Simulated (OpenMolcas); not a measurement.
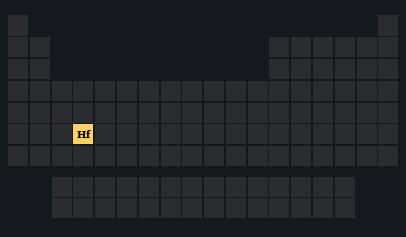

*The place of hafnium in the periodic table.*

**Multiconfigurational calculation for Hf³⁺**

Hf³⁺. Level asked for: state-averaged CASSCF, active space 1 electron in the shell 5d, basis ANO-RCC-MB, DKH4 scalar Hamiltonian, spin-orbit coupling by RASSI with atomic mean-field integrals (OpenMolcas).

### Input file
```
&GATEWAY
Coord
1

Hf 0.0 0.0 0.0
Basis=ANO-RCC-MB
Group=XYZ
NoMove
AngMom=0.0 0.0 0.0
AMFI
&SEWARD
Relativistic=R04O02
&RASSCF
FileOrb=start.orb
Symmetry=1
Spin=3
nActEl=1 0 0
Inactive=15 19
Ras2=5 0
CIRoot=5 5 1
SDav=5
CIMx=300
Iter=89 100
PrWF=0.3
OrbListing=Nothing
MaxOrb=0
Atom
>>> COPY $Project.JobIph JOB001
```

The file start.orb holds starting orbitals from an earlier step.

Command:
```bash
OMP_NUM_THREADS=1 MOLCAS_MEM=2252 MOLCAS_PROJECT=a pymolcas a.inp > a.log  # once for each step of the input, in one work folder
```

### Log (extracts)
```
--- SEWARD ---
Basis set label: HF.ANO-RCC...6S5P3D1F.

      Electronic valence basis set:
      ------------------
      Associated Effective Charge  72.000000 au
      Associated Actual Charge     72.000000 au
      Nuclear Model: Point charge

      Shell  nPrim  nBasis  Cartesian Spherical Contaminant
         s      24       6        X
         p      21       5        X
         d      15       3                 X
         f      11       1                 X
Relativistic=R04O02
                  Relativistic Douglas-Kroll-Hess integrals:
                    - DKH order of Hamiltonian: 4
                    - DKH order of Properties : 2
--- RASSCF ---

 Nr of active orbitals     NAC=   5
 Spin degeneracy         ISPIN=   3
 There can be no such wave function.
 ************************************************
--- Stop Module: rasscf at  /rc=_RC_INPUT_ERROR_ ---
.####################.
.# User input error #.
.####################.
```

### Outcome

```
quantity                      value
 outcome     refused by the program
hardware  1 CPU thread, shared host
```

### Diagnosis

One thing in this input was made wrong on purpose: wrong spin. The program refused the input; the driver noted: RASSCF spin 2: _RC_INPUT_ERROR_.
